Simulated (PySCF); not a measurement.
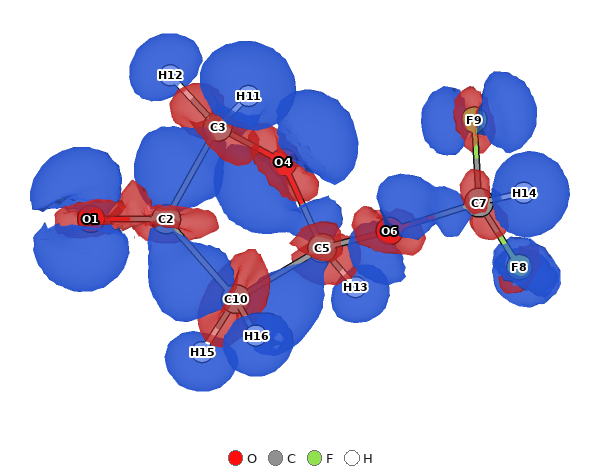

*C₅H₆F₂O₃, charge +1, doublet, SMILES `[O+]=C1COC(OC(F)F)C1`. Fukui function f⁻ = ρ(N) − ρ(N−1) at fixed geometry, surfaces at ±0.02 e/Å³ (blue positive, red negative).*

Level of theory: CAM-B3LYP/def2-SVP (PySCF), at a geometry from GFN2-xTB. No frequency check shows the geometry to be a minimum. GFN2-xTB doesn't know the spin state, so this open-shell geometry is rough.

Which atoms respond most to the removal of an electron?

f⁻ (Hirshfeld-condensed) is largest on O4 (0.14) and O1 (0.14); the vertical ionisation energy is 16.98 eV (to the singlet dication, which needn't be its lowest state). Condensed values hint at sites of electrophilic attack but needn't mark the atom that reacts. Shares this close don't rank the sites. Orbital relaxation makes it negative in places (0.23 e in all).
